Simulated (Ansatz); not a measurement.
Where the default PAW files enter, the runs use the earlier of Ansatz's two default sets.

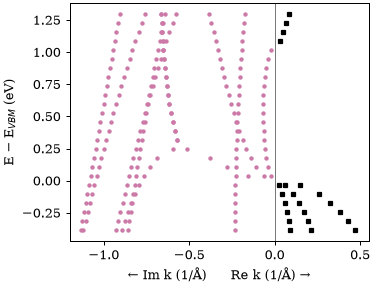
Fig. 1. Complex bands at the centre of the two-dimensional zone; Ansatz (a program for electronic structure) with r2SCAN

The gap is the functional's own, uncorrected, and κ follows it; spin-orbit coupling is left out. Mid-gap means the computed energy nearest the middle.

Question: This is InP (F-43m, zinc blende, 2 atoms a cell, 25.7 Å³ an atom) along the normal of (110). Read off the slowest decay at the centre of the two-dimensional zone at 0.53 eV, the computed energy nearest the middle of the gap.

Answer: κ ≈ 0.07 1/Å, a decay length 1/(2κ) of the density of 7.4 Å.
